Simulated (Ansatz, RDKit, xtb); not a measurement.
**CH5B3N4S: ranking a sample of isomers, part 1 of 2**

Which of a sample of isomers of CH5B3N4S is the most stable in the gas at 298.15 K, and what are its properties? The sample is small against all isomers, and the most stable one of this formula need not be in it.

Plan: many cheap relaxations first (GFN2-xTB), then density-functional screening, relaxation at PBE-D3(BJ)/def2-SVP, vibrations (at GFN2-xTB) and a final energy. The numbers are computed, not measured.

## (1) Possible bonding patterns

Isomers were taken from a list of plausible structures; this is a sample, not all of them. That gives 3 candidates.

```tsv
label	SMILES	spin
c479	N#CB1NBNBN1S	singlet
c524	N#CB1NBN(S)BN1	singlet
c955	N#CB1NBNB(S)N1	singlet
```

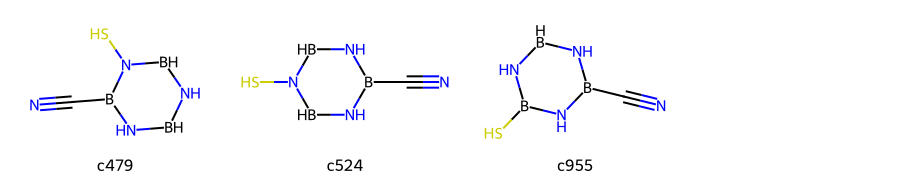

Structural formulas of the candidates.

Candidates are built by distance geometry, with a force field where one applies, in up to four conformers (letters a to d).

## (2) Cheap relaxation of all starts

All 12 starts are relaxed the same way. One of them, c955a (taken from a list of positional isomers, embedded by distance geometry and UFF), in full:

start.xyz

```xyz
14
c955a
C     -1.725862    -1.760952    -3.094188
B     -1.486408    -1.202497    -1.724015
B      0.459334    -0.959311    -0.122445
B     -0.952935     0.946870    -0.628188
N     -1.974645    -2.261136    -4.154953
N     -0.555149    -1.967916    -0.725537
N     -0.039867     0.341323     0.397078
N     -2.112938     0.105975    -1.282284
S     -0.701966     2.768230    -1.229644
H     -1.162391    -2.301268     0.099429
H      1.591573    -1.254424    -0.147125
H     -0.595682     0.126787     1.231562
H      0.143112     2.344218    -2.247319
H     -2.724848    -0.063151    -0.440493
```

Launch:

```sh
$ xtb start.xyz --gfn 2 --opt
```

Standard output, shortened:

```text
* xtb version 6.7.1
[...]
          :  # basis functions                  47          :
[...]
          :  # electrons                        44          :
[...]
          :  Hamiltonian                  GFN2-xTB          :
[...]
          :  net charge                          0          :
          :  unpaired electrons                  0          :
[...]
   *** convergence criteria satisfied after 13 iterations ***
[...]
   *** GEOMETRY OPTIMIZATION CONVERGED AFTER 43 ITERATIONS ***
[...]
   *** convergence criteria satisfied after 3 iterations ***
[...]
         ::                     SUMMARY                     ::
         :::::::::::::::::::::::::::::::::::::::::::::::::::::
         :: total energy             -23.500745094910 Eh    ::
         :: gradient norm              0.000982363950 Eh/a0 ::
         :: HOMO-LUMO gap              3.345774266240 eV    ::
         ::.................................................::
         :: SCC energy               -23.810508198601 Eh    ::
         :: -> isotropic ES            0.100007763855 Eh    ::
         :: -> anisotropic ES          0.008899361742 Eh    ::
         :: -> anisotropic XC          0.020061016024 Eh    ::
         :: -> dispersion             -0.010852378119 Eh    ::
         :: repulsion energy           0.309763103691 Eh    ::
         :: add. restraining           0.000000000000 Eh    ::
         :: total charge               0.000000000000 e     ::
         :::::::::::::::::::::::::::::::::::::::::::::::::::::
[...]
        22        2.0000           -0.3805137             -10.3543 (HOMO)
        23                         -0.2575587              -7.0085 (LUMO)
[...]
     #   Z          covCN         q      C6AA      α(0)
     1   6          1.814     0.023    30.595     8.938
     2   5          2.609     0.285    17.638     7.118
     3   5          2.642     0.276    17.587     7.074
     4   5          2.603     0.342    16.932     6.981
     5   7          0.911    -0.224    25.886     7.359
     6   7          2.543    -0.285    27.393     7.773
     7   7          2.552    -0.300    27.746     7.823
     8   7          2.549    -0.300    27.744     7.823
     9  16          1.837    -0.358   156.734    21.072
    10   1          0.860     0.163     1.314     1.796
    11   1          0.939    -0.106     5.763     3.753
    12   1          0.860     0.169     1.281     1.773
    13   1          0.923     0.154     1.368     1.829
    14   1          0.860     0.161     1.331     1.807
[...]
molecular dipole:
                 x           y           z       tot (Debye)
 q only:        0.341       0.002       0.443
   full:        0.432      -0.010       0.560       1.796
molecular quadrupole (traceless):
[...]
          | TOTAL ENERGY              -23.500745094910 Eh   |
          | GRADIENT NORM               0.000982363950 Eh/α |
          | HOMO-LUMO GAP               3.345774266240 eV   |
           -------------------------------------------------
[...]
```

Wall time 0.33 s (2 threads of Arm Neoverse V1, shared host).

## (3) The minima found

12 of the 12 relaxations converged; the search merged 7 into others by its test of bonds and energy. 5 distinct structures remain:

```tsv
label	start	SMILES after	spin	energy (kcal/mol)
c955a	drawn	N#CB1NBNB(S)N1	singlet	0.0
c524c	drawn	N#CB1NBN(S)BN1	singlet	22.8
c524b	drawn	N#CB1NBN(S)BN1	singlet	22.9
c479a	drawn	N#CB1NBNBN1S	singlet	23.0
c479c	drawn	N#CB1NBNBN1S	singlet	23.5
```

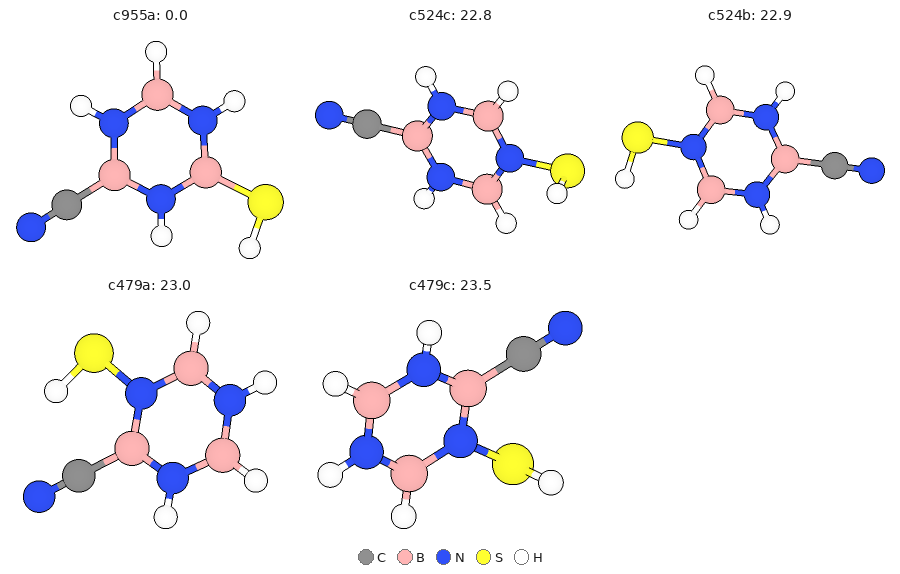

The 5 lowest minima that did not fall apart, with their GFN2-xTB energies in kcal/mol.

## (4) Second filter: single points

A choice of the minima (the low ones first, few conformers of a pattern, up to a cap) and the lowest that fell apart get a single point at r2SCAN-D4/def2-SVP on the tight-binding geometry, and one at HF/STO-3G for comparison. Some singlets are also tried as triplets at the same geometry (label ending in t). The first, c955a:

input.yaml

```yaml
crystal:
  periodic: [false, false, false]
  atoms:
    - {symbol: C, position_ang: [-2.132278, -2.007069, -2.766155]}
    - {symbol: B, position_ang: [-1.345133, -1.227878, -1.703906]}
    - {symbol: B, position_ang: [0.183732, -1.199071, 0.258343]}
    - {symbol: B, position_ang: [-0.676349, 0.935109, -0.699253]}
    - {symbol: "N", position_ang: [-2.721817, -2.586324, -3.562062]}
    - {symbol: N, position_ang: [-0.554141, -1.892298, -0.737874]}
    - {symbol: "N", position_ang: [0.096724, 0.215047, 0.244679]}
    - {symbol: N, position_ang: [-1.396584, 0.189971, -1.671998]}
    - {symbol: S, position_ang: [-0.721073, 2.752805, -0.638348]}
    - {symbol: H, position_ang: [-0.512185, -2.900122, -0.755498]}
    - {symbol: H, position_ang: [0.830979, -1.766140, 1.050825]}
    - {symbol: H, position_ang: [0.609460, 0.735954, 0.940223]}
    - {symbol: H, position_ang: [-1.539311, 2.943470, -1.667774]}
    - {symbol: H, position_ang: [-1.960694, 0.669293, -2.359323]}
basis:
  gaussian: {orbitals: def2-SVP}
hamiltonian: {xc: r2scan, dispersion: d4}
scf: {lower_state_search: off}
total_charge: 0
output: {orbitals: {seedname: orbitals}}
```

Launch:

```sh
$ ansatz run input.yaml --threads 2 --pin off --max-ram 5220MiB --events-out events.jsonl --progress --plain --runs-dir runs
```

Standard output, shortened:

```text
Warning: RAYON_NUM_THREADS=2 ignored (pool sized by the plan → 2); use --threads N
Functional definition: r2SCAN
  name "r2SCAN"
[...]
1803 factors; their error is unknown
[...]
mean field -19934.15619387 eV, -732.5667282685 hartree, gradient 6.3e-6 eV, S^2 0.000000; 0 other end points of the search recorded, 0 dependent functions left out
reference -19934.15620477 eV, -732.5667286691 hartree; 35, 35 occupied and 120, 120 virtual orbitals, 1803 factors
Total energy: -19934.26675621 eV, -732.5707913595 hartree
Checks for a lower state left out: stability, starts, cluster_reference, orbital_swaps, neighbouring_geometries, increment
```

Wall time 4.2 s (2 threads of Arm Neoverse V1, shared host); peak memory 0.21 GiB.

Relative energies in kcal/mol, each column from its lowest structure that stays in one piece:

```tsv
label	SMILES	spin	GFN2-xTB	HF/STO-3G	r2SCAN-D4/def2-SVP
c955a	N#CB1NBNB(S)N1	singlet	0.0	0.0	0.0
c524c	N#CB1NBN(S)BN1	singlet	22.8	32.6	45.9
c479c	N#CB1NBNBN1S	singlet	23.5	32.8	46.0
c479a	N#CB1NBNBN1S	singlet	23.0	34.7	47.4
c524b	N#CB1NBN(S)BN1	singlet	22.9	33.7	47.5
c955at	N#CB1NBNB(S)N1	triplet	–	–	118.8
c479ct	N#CB1NBNBN1S	triplet	–	–	148.4
c524ct	N#CB1NBN(S)BN1	triplet	–	–	151.7
```

## (5) Third filter: density-functional geometries

3 candidates are relaxed at PBE-D3(BJ)/def2-SVP (chosen among the lowest in one piece). The first, c955a:

input.yaml, as its differences from that of step 4:

```diff
@@ -7,3 +7,3 @@
     - {symbol: B, position_ang: [-0.676349, 0.935109, -0.699253]}
-    - {symbol: "N", position_ang: [-2.721817, -2.586324, -3.562062]}
+    - {symbol: N, position_ang: [-2.721817, -2.586324, -3.562062]}
     - {symbol: N, position_ang: [-0.554141, -1.892298, -0.737874]}
@@ -19,5 +19,4 @@
   gaussian: {orbitals: def2-SVP}
-hamiltonian: {xc: r2scan, dispersion: d4}
+relax: {f_tol: 0.006}
 scf: {lower_state_search: off}
-total_charge: 0
-output: {orbitals: {seedname: orbitals}}
+hamiltonian: {xc: {name: PBE}, dispersion: d3bj}
```

Launch:

```sh
$ ansatz run input.yaml --threads 2 --pin off --max-ram 5220MiB --events-out events.jsonl --progress --plain --runs-dir runs
```

Standard output, shortened:

```text
Warning: RAYON_NUM_THREADS=2 ignored (pool sized by the plan → 2); use --threads N
[...]
Functional definition: PBE
  name "PBE"
[...]
1803 factors; their error is unknown
[...]
mean field -19923.75996678 eV, -732.1846739696 hartree, gradient 2.5e-7 eV, S^2 0.000000; 0 other end points of the search recorded, 0 dependent functions left out
[...]
reference -19923.76000685 eV, -732.1846754423 hartree; 35, 35 occupied and 120, 120 virtual orbitals, 1803 factors
relax step   1: F+E_penalty+E_count = -19924.16891475 eV  Δ(F+E_penalty+E_count) = +0.000e0 eV  max|allowed force component| = 2.223e0 eV/Å  Δτ_max = 0.0000 Å  (23 SCF iters, accepted)
[...]
relax step   5: F+E_penalty+E_count = -19924.31036136 eV  Δ(F+E_penalty+E_count) = -2.839e-5 eV  max|allowed force component| = 1.120e-2 eV/Å  Δτ_max = 0.0020 Å  (14 SCF iters, accepted)
[...]
Atom 5 at    -0.554103    -1.913929    -0.736923 Å, force     0.000183    -0.000817     0.000247 eV/Å
Atom 6 at     0.105112     0.229759     0.254943 Å, force    -0.000320     0.000845    -0.000290 eV/Å
Atom 7 at    -1.405152     0.193188    -1.683937 Å, force    -0.000085     0.000253     0.000019 eV/Å
Atom 8 at    -0.709206     2.796502    -0.613555 Å, force    -0.000136     0.000586    -0.000133 eV/Å
Atom 9 at    -0.511396    -2.933284    -0.751957 Å, force    -0.000138     0.000228    -0.000063 eV/Å
Atom 10 at     0.863019    -1.786645     1.088815 Å, force    -0.000286    -0.000518    -0.000413 eV/Å
Atom 11 at     0.630302     0.744188     0.963517 Å, force     0.000030    -0.000034     0.000050 eV/Å
Atom 12 at    -1.543239     2.996853    -1.669129 Å, force     0.000076     0.000099     0.000084 eV/Å
Atom 13 at    -1.976338     0.667722    -2.383807 Å, force     0.000121     0.000023     0.000134 eV/Å
Dipole moment:     0.253954     0.325202     0.347911 e Å
Checks for a lower state left out: stability, starts, cluster_reference, orbital_swaps, neighbouring_geometries, increment
```

Wall time 17 s (2 threads of Arm Neoverse V1, shared host); peak memory 0.21 GiB.

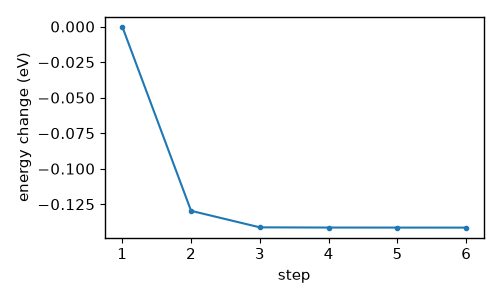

Energy along the run, all evaluated steps.

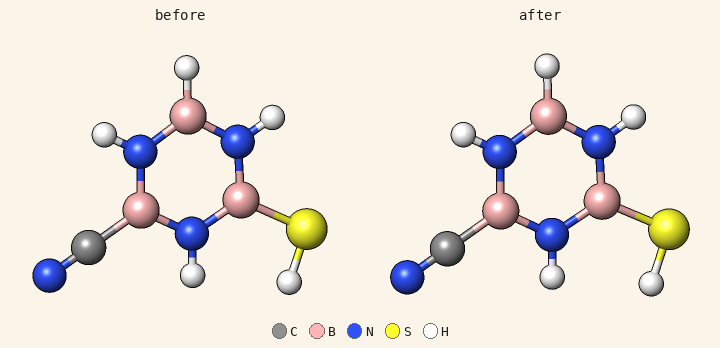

Before and after, at one scale.

After the run. Bond lengths: C1–B2 1.558 Å, C1–N5 1.173 Å, B2–N6 1.430 Å, B3–N6 1.439 Å, B3–N7 1.432 Å, B4–N7 1.440 Å, B2–N8 1.431 Å, B4–N8 1.444 Å, B4–S9 1.834 Å, N6–H10 1.020 Å, B3–H11 1.214 Å, N7–H12 1.021 Å, S9–H13 1.360 Å, N8–H14 1.020 Å. Some angles: C1–B2–N6 120.9°, C1–B2–N8 120.3°, N6–B2–N8 118.8°, B2–C1–N5 179.9°, B2–N6–B3 121.9°, N6–B3–N7 117.4°, B3–N7–B4 123.2°, N7–B4–N8 117.0°, N7–B4–S9 119.1°, N8–B4–S9 124.0°.

## (6) Ranking at PBE-D3(BJ)/def2-SVP

```tsv
label	spin	r2SCAN-D4/def2-SVP (kcal/mol)	PBE-D3(BJ)/def2-SVP, relaxed (kcal/mol)	time
c955a	singlet	0.0	0.0	17 s
c524c	singlet	45.9	43.8	18 s
c479c	singlet	46.0	43.8	24 s
```

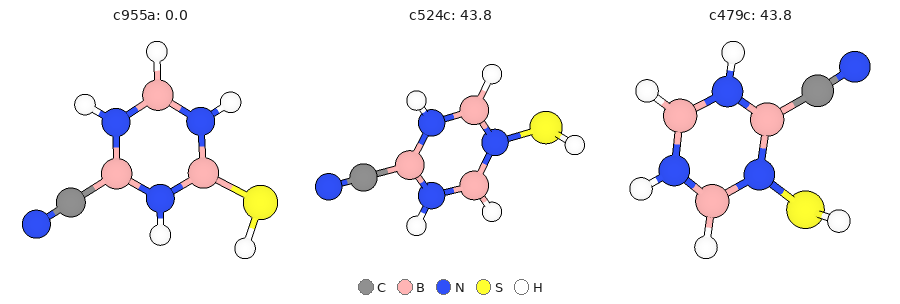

The relaxed structures, with energies at PBE-D3(BJ)/def2-SVP in kcal/mol.

(Continued in part 2 of 2.)
